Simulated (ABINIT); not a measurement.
# GaN (F-43m): G0W0 in ABINIT against the bands in the self-energy

How does the gap of GaN (F-43m) converge in the bands in the self-energy?

Calculated with ABINIT 10.8.3; PBE and many-body steps on it, plane waves.

## Step 1: Set-up

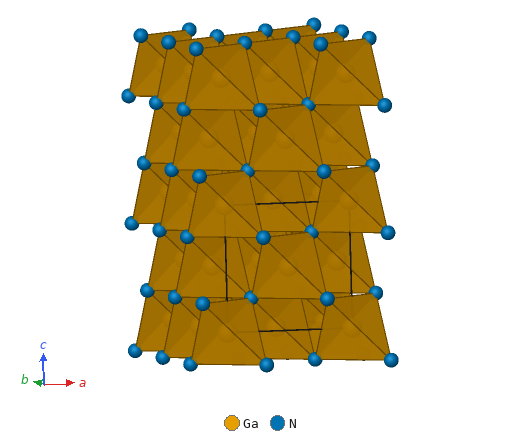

Start, viewed slightly off an axis; gallium orange, nitrogen blue. 1×2×2 cells are drawn. This picture shows the conventional cell, with its axes. Some periodic images of atoms are drawn too.

The cell and positions are those that the Materials Project relaxed with its own functionals (PBE, PBE+U or r2SCAN), kept fixed. This is not the form that GaN usually takes at ambient conditions.

## Step 2: Screening, 6×6×6 mesh, 424 bands, screening to 435.4 eV

This step: ABINIT 10.8.3; RPA screening on PBE, plane waves, norm-conserving pseudopotentials.

The RPA dielectric matrix is built and inverted for each q.

Input file run.abi:

```
acell 3*1.0 Angstrom
rprim 
  0.000000000000 2.253500607500 2.253500607500
  2.253500607500 0.000000000000 2.253500607500
  2.253500607500 2.253500607500 0.000000000000
ntypat 2
znucl 31 7
natom 2
typat 1 2
xred 
  0.000000000000 0.000000000000 0.000000000000
  0.750000000000 0.750000000000 0.750000000000
pp_dirpath "pseudos"
pseudos "Ga.upf, N.upf"
ecut 36
ngkpt 6 6 6
nshiftk 1
shiftk 0 0 0
kptopt 1
chksymbreak 0
istwfk *1
occopt 1
irdwfk 1
optdriver 3
nband 424
ecuteps 16
inclvkb 2
awtr 1
symchi 1
indata_prefix "in"
outdata_prefix "out"
tmpdata_prefix "tmp"
```

Run with:

```sh
$ OMP_NUM_THREADS=1 mpirun -n 8 abinit run.abi > log
```

Log:

```text
.Version 10.8.3 of ABINIT. v10.8.2 released Aug 2026.

 Symmetries : space group F-4 3 m (#216); Bravais cF (face-center cubic)
[... echo of the input left out ...]
== DATASET  1 ==================================================================
-   mpi_nproc: 8, omp_nthreads: 1 (-1 if OMP is not activated)

--- !DatasetInfo
iteration_state: {dtset: 1, }
dimensions: {natom: 2, nkpt: 16, mband: 424, nsppol: 1, nspinor: 1, nspden: 1, mpw: 1639, }
cutoff_energies: {ecut:  36.0, pawecutdg:  -1.0, }
electrons: {nelect:   1.80000000E+01, charge:   0.00000000E+00, occopt:   1.00000000E+00, tsmear:   1.00000000E-02, }

 SCREENING: Calculation of the susceptibility and dielectric matrices

 Based on a program developped by R.W. Godby, V. Olevano, G. Onida, and L. Reining.
 Incorporated in ABINIT by V. Olevano, G.-M. Rignanese, and M. Torrent.
.Using double precision arithmetic ; gwpc =  8

[... cell and pseudopotentials left out ...]
--------------------------------------------------------------------------------

 ==== K-mesh for the wavefunctions ====
 Number of points in the irreducible wedge :    16
[... list of points left out ...]
 Together with 24 symmetry operations and time-reversal symmetry
 yields   216 points in the full Brillouin Zone.

 ==== Q-mesh for the screening function ====
 Number of points in the irreducible wedge :    16
[... list of points left out ...]
 Together with 24 symmetry operations and time-reversal symmetry
 yields   216 points in the full Brillouin Zone.

 setmesh: FFT mesh size selected  =    27x   27x   27
          total number of points  =        19683

 vcoul_init : cutoff-mode = AUXILIARY_FUNCTION
 q-points for optical limit:   1
     1)      0.000010    0.000020    0.000030

- screening: taking advantage of time-reversal symmetry
- Maximum band index for partially occupied states nbvw = 9
- Remaining bands to be divided among processors   nbcw = 415
- Number of bands treated by each node ~51

 Number of electrons calculated from density =   18.0000; Expected =   18.0000
 average of density, n =  0.116539
 r_s =    1.2700
 omega_plasma =   32.9300 [eV]

 calculating chi0 at frequencies [eV] :
  1    0.000000E+00    0.000000E+00
  2    0.000000E+00    3.293002E+01

--------------------------------------------------------------------------------
  q-point number  1        q = ( 0.000000, 0.000000, 0.000000) [r.l.u.]
--------------------------------------------------------------------------------
[... chi0 elements left out ...]
 For q-point:  0.000010 0.000020 0.000030
  dielectric constant =   6.3901
  dielectric constant without local fields =   6.8968

  Average fulfillment of the sum rule on Im[epsilon] for q-point    1 :    148.12  [%]
[... wings left out ...]
  q-point number  2        q = ( 0.166667, 0.000000, 0.000000) [r.l.u.]
--------------------------------------------------------------------------------
[... chi0 elements left out ...]
  Average fulfillment of the sum rule on Im[epsilon] for q-point    2 :    182.59  [%]

 [... 14 further q-points ...]
```

Run time: 8.4 min. Hardware: 8 MPI ranks of Arm Neoverse V2, shared host; peak memory 4.3 GiB.

This step gave:

```
ε∞ with local fields, on this mesh, along the program's q direction : 6.390
the same without local fields                                       : 6.897
plasma frequency                                                    : 32.93 eV
plane waves in the screening matrix                                 : 459
```

Local fields lower ε∞ by 7 %.

## Step 3: 17 bands

This step: G0W0 on PBE, plane waves, norm-conserving pseudopotentials.

Edit run.abi of step 2 so:

```diff
@@ -23,8 +23,15 @@
 irdwfk 1
-optdriver 3
-nband 424
+optdriver 4
+nband 17
+gwcalctyp 0
+ecutsigx 36
+symsigma 1
+nkptgw 1
+kptgw 
+  0.0000000000 0.0000000000 0.0000000000
+bdgw 
+  7 13
 ecuteps 16
-inclvkb 2
-awtr 1
-symchi 1
+irdscr 1
+ppmodel 1
 indata_prefix "in"
```

Log:

```text
.Version 10.8.3 of ABINIT. v10.8.2 released Aug 2026.

 Symmetries : space group F-4 3 m (#216); Bravais cF (face-center cubic)
[... echo of the input left out ...]
== DATASET  1 ==================================================================
-   mpi_nproc: 8, omp_nthreads: 1 (-1 if OMP is not activated)

--- !DatasetInfo
iteration_state: {dtset: 1, }
dimensions: {natom: 2, nkpt: 16, mband: 17, nsppol: 1, nspinor: 1, nspden: 1, mpw: 1639, }
cutoff_energies: {ecut:  36.0, pawecutdg:  -1.0, }
electrons: {nelect:   1.80000000E+01, charge:   0.00000000E+00, occopt:   1.00000000E+00, tsmear:   1.00000000E-02, }

 SIGMA: Calculation of the GW corrections

 Based on a program developped by R.W. Godby, V. Olevano, G. Onida, and L. Reining.
 Incorporated in ABINIT by V. Olevano, G.-M. Rignanese, and M. Torrent.
.Using double precision arithmetic ; gwpc =  8

[... cell and pseudopotentials left out ...]
--------------------------------------------------------------------------------

 ==== K-mesh for the wavefunctions ====
 Number of points in the irreducible wedge :    16
[... list of points left out ...]
 Together with 24 symmetry operations and time-reversal symmetry
 yields   216 points in the full Brillouin Zone.

 ==== Q-mesh for screening function ====
 Number of points in the irreducible wedge :    16
[... list of points left out ...]
 Together with 24 symmetry operations and time-reversal symmetry
 yields   216 points in the full Brillouin Zone.

 vcoul_init : cutoff-mode = AUXILIARY_FUNCTION
 q-points for optical limit:   1
     1)      0.000010    0.000020    0.000030
 setmesh: FFT mesh size selected  =    36x   36x   36
          total number of points  =        46656

 Number of electrons calculated from density =   18.0000; Expected =   18.0000
 average of density, n =  0.116539
 r_s =    1.2700
 omega_plasma =   32.9300 [eV]

 === KS Band Gaps ===
  >>>> For spin  1
   Minimum direct gap =   1.7587 [eV], located at k-point      :   0.0000  0.0000  0.0000
   Fundamental gap    =   1.7587 [eV], Top of valence bands at :   0.0000  0.0000  0.0000
                                       Bottom of conduction at :   0.0000  0.0000  0.0000
 SIGMA fundamental parameters:
 PLASMON POLE MODEL  1
 number of plane-waves for SigmaX                 1639
 number of plane-waves for SigmaC and W            459
 number of plane-waves for wavefunctions          1639
 number of bands                                    17
 number of independent spin polarizations            1
 number of spinorial components                      1
 number of k-points in IBZ                          16
 number of q-points in IBZ                          16
 number of symmetry operations                      24
 number of k-points in BZ                          216
 number of q-points in BZ                          216
 number of frequencies for dSigma/dE                 9
 frequency step for dSigma/dE [eV]                0.25
 number of omega for Sigma on real axis              0
 max omega for Sigma on real axis  [eV]           0.00
 zcut for avoiding poles [eV]                     0.10

 EPSILON^-1 parameters (SCR file):
 dimension of the eps^-1 matrix on file            459
 dimension of the eps^-1 matrix used               459
 number of plane-waves for wavefunctions          1639
 number of bands                                   424
 number of q-points in IBZ                          16
 number of frequencies                               2
 number of real frequencies                          1
 number of imag frequencies                          1

 matrix elements of self-energy operator (all in [eV])

 Perturbative Calculation

--- !SelfEnergy_ee
iteration_state: {dtset: 1, }
kpoint     : [   0.000,    0.000,    0.000, ]
spin       : 1
KS_gap     :    1.759
QP_gap     :    1.758
Delta_QP_KS:   -0.001
data: !SigmaeeData |
     Band     E0 <VxcDFT>   SigX SigC(E0)      Z dSigC/dE  Sig(E)    E-E0       E
        7   5.322 -18.356 -21.281   4.201   0.807  -0.240 -17.327   1.028   6.351
        8   5.322 -18.356 -21.281   4.201   0.807  -0.240 -17.327   1.028   6.351
        9   5.322 -18.356 -21.281   4.201   0.807  -0.240 -17.327   1.028   6.351
       10   7.081 -13.893  -9.985  -2.667   0.829  -0.207 -12.865   1.028   8.109
       11  15.678 -12.135  -7.192  -3.350   0.854  -0.171 -10.774   1.361  17.039
       12  15.678 -12.135  -7.192  -3.350   0.854  -0.171 -10.774   1.361  17.039
       13  15.678 -12.135  -7.192  -3.350   0.854  -0.171 -10.774   1.361  17.039

== END DATASET(S) ==============================================================
================================================================================

 -outvars: echo values of variables after computation  --------
           etotal      0.0000000000E+00
            nband          17
             nkpt          16
          spgroup         216
 [... the other variables as echoed above ...]

 Calculation completed.
```

Wall time 5 s (8 MPI ranks); peak memory 2.4 GiB; 39 s of CPU time.

This step gave:

- G0W0 gap on the points computed: 1.758 eV
- starting gap on the mesh: 1.759 eV
- k of the valence top: 0, 0, 0
- k of the conduction bottom: 0, 0, 0
- Z at the valence top: 0.807
- Z at the conduction bottom: 0.829
- least direct G0W0 gap on the computed points: 1.758 eV

## Step 4: 22 bands

Edit run.abi of step 3 so:

```diff
@@ -24,3 +24,3 @@
 optdriver 4
-nband 17
+nband 22
 gwcalctyp 0
```

Log:

```text
.Version 10.8.3 of ABINIT. v10.8.2 released Aug 2026.

 Symmetries : space group F-4 3 m (#216); Bravais cF (face-center cubic)
[... echo of the input left out ...]
== DATASET  1 ==================================================================
-   mpi_nproc: 8, omp_nthreads: 1 (-1 if OMP is not activated)

--- !DatasetInfo
iteration_state: {dtset: 1, }
dimensions: {natom: 2, nkpt: 16, mband: 22, nsppol: 1, nspinor: 1, nspden: 1, mpw: 1639, }
cutoff_energies: {ecut:  36.0, pawecutdg:  -1.0, }
electrons: {nelect:   1.80000000E+01, charge:   0.00000000E+00, occopt:   1.00000000E+00, tsmear:   1.00000000E-02, }

 SIGMA: Calculation of the GW corrections

 Based on a program developped by R.W. Godby, V. Olevano, G. Onida, and L. Reining.
 Incorporated in ABINIT by V. Olevano, G.-M. Rignanese, and M. Torrent.
.Using double precision arithmetic ; gwpc =  8

[... cell and pseudopotentials left out ...]
--------------------------------------------------------------------------------

 ==== K-mesh for the wavefunctions ====
 Number of points in the irreducible wedge :    16
[... list of points left out ...]
 Together with 24 symmetry operations and time-reversal symmetry
 yields   216 points in the full Brillouin Zone.

 ==== Q-mesh for screening function ====
 Number of points in the irreducible wedge :    16
[... list of points left out ...]
 Together with 24 symmetry operations and time-reversal symmetry
 yields   216 points in the full Brillouin Zone.

 vcoul_init : cutoff-mode = AUXILIARY_FUNCTION
 q-points for optical limit:   1
     1)      0.000010    0.000020    0.000030
 setmesh: FFT mesh size selected  =    36x   36x   36
          total number of points  =        46656

 Number of electrons calculated from density =   18.0000; Expected =   18.0000
[...]
number of q-points in BZ                          216
 number of frequencies for dSigma/dE                 9
 frequency step for dSigma/dE [eV]                0.25
 number of omega for Sigma on real axis              0
 max omega for Sigma on real axis  [eV]           0.00
 zcut for avoiding poles [eV]                     0.10

 EPSILON^-1 parameters (SCR file):
 dimension of the eps^-1 matrix on file            459
 dimension of the eps^-1 matrix used               459
 number of plane-waves for wavefunctions          1639
 number of bands                                   424
 number of q-points in IBZ                          16
 number of frequencies                               2
 number of real frequencies                          1
 number of imag frequencies                          1

 matrix elements of self-energy operator (all in [eV])

 Perturbative Calculation

--- !SelfEnergy_ee
iteration_state: {dtset: 1, }
kpoint     : [   0.000,    0.000,    0.000, ]
spin       : 1
KS_gap     :    1.759
QP_gap     :    1.849
Delta_QP_KS:    0.090
data: !SigmaeeData |
     Band     E0 <VxcDFT>   SigX SigC(E0)      Z dSigC/dE  Sig(E)    E-E0       E
        7   5.322 -18.356 -21.281   3.773   0.803  -0.246 -17.675   0.680   6.002
        8   5.322 -18.356 -21.281   3.773   0.803  -0.246 -17.675   0.680   6.002
        9   5.322 -18.356 -21.281   3.773   0.803  -0.246 -17.675   0.680   6.002
       10   7.081 -13.893  -9.985  -2.975   0.825  -0.211 -13.123   0.770   7.851
       11  15.678 -12.135  -7.192  -3.870   0.847  -0.181 -11.227   0.908  16.586
       12  15.678 -12.135  -7.192  -3.870   0.847  -0.181 -11.227   0.908  16.586
       13  15.678 -12.135  -7.192  -3.870   0.847  -0.181 -11.227   0.908  16.586

== END DATASET(S) ==============================================================
================================================================================

 -outvars: echo values of variables after computation  --------
           etotal      0.0000000000E+00
            nband          22
             nkpt          16
          spgroup         216
 [... the other variables as echoed above ...]

 Calculation completed.
```

The job ended after 5.1 s (8 MPI ranks; peak memory 2.4 GiB; 40 s of CPU time).

Numbers from this step:

- G0W0 gap on the points computed: 1.849 eV
- starting gap on the mesh: 1.759 eV
- k of the valence top: 0, 0, 0
- k of the conduction bottom: 0, 0, 0
- Z at the valence top: 0.803
- Z at the conduction bottom: 0.825
- least direct G0W0 gap on the computed points: 1.849 eV

## Step 5: 46 bands

Edit run.abi of step 4 so:

```diff
@@ -24,3 +24,3 @@
 optdriver 4
-nband 22
+nband 46
 gwcalctyp 0
```

Log:

```text
.Version 10.8.3 of ABINIT. v10.8.2 released Aug 2026.

 Symmetries : space group F-4 3 m (#216); Bravais cF (face-center cubic)
[... echo of the input left out ...]
== DATASET  1 ==================================================================
-   mpi_nproc: 8, omp_nthreads: 1 (-1 if OMP is not activated)

--- !DatasetInfo
iteration_state: {dtset: 1, }
dimensions: {natom: 2, nkpt: 16, mband: 46, nsppol: 1, nspinor: 1, nspden: 1, mpw: 1639, }
cutoff_energies: {ecut:  36.0, pawecutdg:  -1.0, }
electrons: {nelect:   1.80000000E+01, charge:   0.00000000E+00, occopt:   1.00000000E+00, tsmear:   1.00000000E-02, }

 SIGMA: Calculation of the GW corrections

 Based on a program developped by R.W. Godby, V. Olevano, G. Onida, and L. Reining.
 Incorporated in ABINIT by V. Olevano, G.-M. Rignanese, and M. Torrent.
.Using double precision arithmetic ; gwpc =  8

[... cell and pseudopotentials left out ...]
--------------------------------------------------------------------------------

 ==== K-mesh for the wavefunctions ====
 Number of points in the irreducible wedge :    16
[... list of points left out ...]
 Together with 24 symmetry operations and time-reversal symmetry
 yields   216 points in the full Brillouin Zone.

 ==== Q-mesh for screening function ====
 Number of points in the irreducible wedge :    16
[... list of points left out ...]
 Together with 24 symmetry operations and time-reversal symmetry
 yields   216 points in the full Brillouin Zone.

 vcoul_init : cutoff-mode = AUXILIARY_FUNCTION
 q-points for optical limit:   1
     1)      0.000010    0.000020    0.000030
 setmesh: FFT mesh size selected  =    36x   36x   36
          total number of points  =        46656

 Number of electrons calculated from density =   18.0000; Expected =   18.0000
[...]
number of q-points in BZ                          216
 number of frequencies for dSigma/dE                 9
 frequency step for dSigma/dE [eV]                0.25
 number of omega for Sigma on real axis              0
 max omega for Sigma on real axis  [eV]           0.00
 zcut for avoiding poles [eV]                     0.10

 EPSILON^-1 parameters (SCR file):
 dimension of the eps^-1 matrix on file            459
 dimension of the eps^-1 matrix used               459
 number of plane-waves for wavefunctions          1639
 number of bands                                   424
 number of q-points in IBZ                          16
 number of frequencies                               2
 number of real frequencies                          1
 number of imag frequencies                          1

 matrix elements of self-energy operator (all in [eV])

 Perturbative Calculation

--- !SelfEnergy_ee
iteration_state: {dtset: 1, }
kpoint     : [   0.000,    0.000,    0.000, ]
spin       : 1
KS_gap     :    1.759
QP_gap     :    1.986
Delta_QP_KS:    0.227
data: !SigmaeeData |
     Band     E0 <VxcDFT>   SigX SigC(E0)      Z dSigC/dE  Sig(E)    E-E0       E
        7   5.322 -18.356 -21.281   3.049   0.798  -0.254 -18.257   0.099   5.421
        8   5.322 -18.356 -21.281   3.049   0.798  -0.254 -18.257   0.099   5.421
        9   5.322 -18.356 -21.281   3.049   0.798  -0.254 -18.257   0.099   5.421
       10   7.081 -13.893  -9.985  -3.511   0.821  -0.217 -13.567   0.326   7.407
       11  15.678 -12.135  -7.192  -4.617   0.839  -0.191 -11.861   0.274  15.952
       12  15.678 -12.135  -7.192  -4.617   0.839  -0.191 -11.861   0.274  15.952
       13  15.678 -12.135  -7.192  -4.617   0.839  -0.191 -11.861   0.274  15.952

== END DATASET(S) ==============================================================
================================================================================

 -outvars: echo values of variables after computation  --------
           etotal      0.0000000000E+00
            nband          46
             nkpt          16
          spgroup         216
 [... the other variables as echoed above ...]

 Calculation completed.
```

Wall time 7.8 s (8 MPI ranks); peak memory 2.5 GiB; 61 s of CPU time.

Numbers from this step:

```
G0W0 gap on the points computed              : 1.986 eV
starting gap on the mesh                     : 1.759 eV
k of the valence top                         : 0, 0, 0
k of the conduction bottom                   : 0, 0, 0
Z at the valence top                         : 0.798
Z at the conduction bottom                   : 0.821
least direct G0W0 gap on the computed points : 1.986 eV
```

[end of part 1 of 2]

[Paths, hosts, dates, memory and timing lines, banners, echoed tables and standing remarks are left out of the program output.]

[Logs are printed without paths, hosts, clocks, repeated set-up lines and the standing remarks that a program may print on its own settings, such as how far it seeks lower states.]

[Runs of the session that timed out or met a known fault of the program may be left out.]

[Hosts, paths, dates, database ids (printed as entryN), source tags and the programs' standing remarks are cut or masked in the printed files.]

[G0W0 gaps are taken among the corrected bands and points alone; a level outside them can change the order at an edge.]

[Where Ansatz stands beside ABINIT at settings called matched, ABINIT's density can come from a denser mesh and the files from another edition; pairs whose starting gaps differed by over 0.03 eV were left out, so agreement reads better than it is.]
